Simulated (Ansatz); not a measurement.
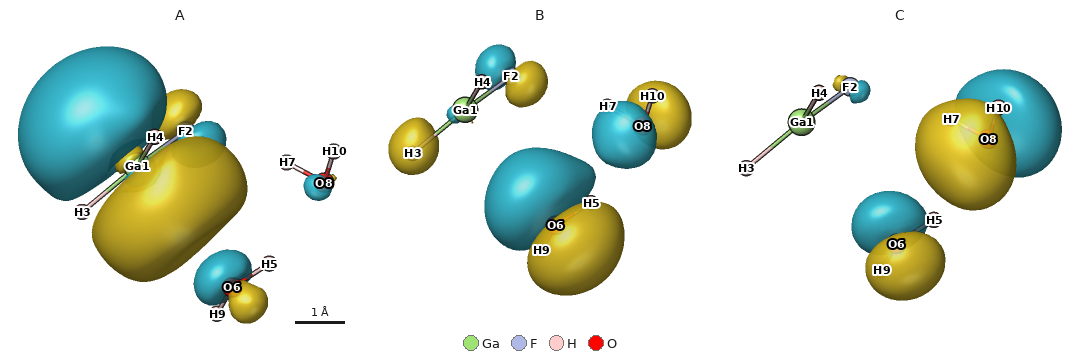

Figure. FGaH$_{2}$···H$_{2}$O···H$_{2}$O. Three frontier orbitals at ±0.08 Å⁻³ᐟ² (yellow and cyan are the two phases), in no order.

Not at a stationary point (largest force 0.6 eV/Å).

These are results of RKS PBE-D4/def2-SVP in Ansatz 0.2.0, not measurements.

```csv
atom,x (Å),y (Å),z (Å)
Ga,-1.4053,0.7986,-1.0165
F,0.1749,0.4663,-1.7991
H,-2.4944,-0.2594,-1.4143
H,-1.4107,2.1671,-0.2522
H,0.2899,-0.7784,1.4060
O,-0.6696,-0.8803,1.5607
H,1.8344,-0.2060,-0.5711
O,2.2030,-0.2393,0.3323
H,-0.8471,-1.7759,1.2138
H,2.3249,0.7073,0.5403
```

### Order the three orbitals by energy and name them.

B is the HOMO−1 (−7.15 eV). Its weight (Hirshfeld) is mainly on O6 (about 70 %) and O8 (about 10 %); largely a lone pair of O6. C is the HOMO (−6.85 eV). It lies mainly on O8 (about 75 %) and O6 (about 15 %); largely a lone pair of O8. A is the LUMO (−1.88 eV). Its weight (Hirshfeld) is mainly on Ga1 (about 75 %), F2 (about 5 %) and O6 (about 5 %).

### What is the HOMO–LUMO gap?

4.97 eV between the orbital energies.
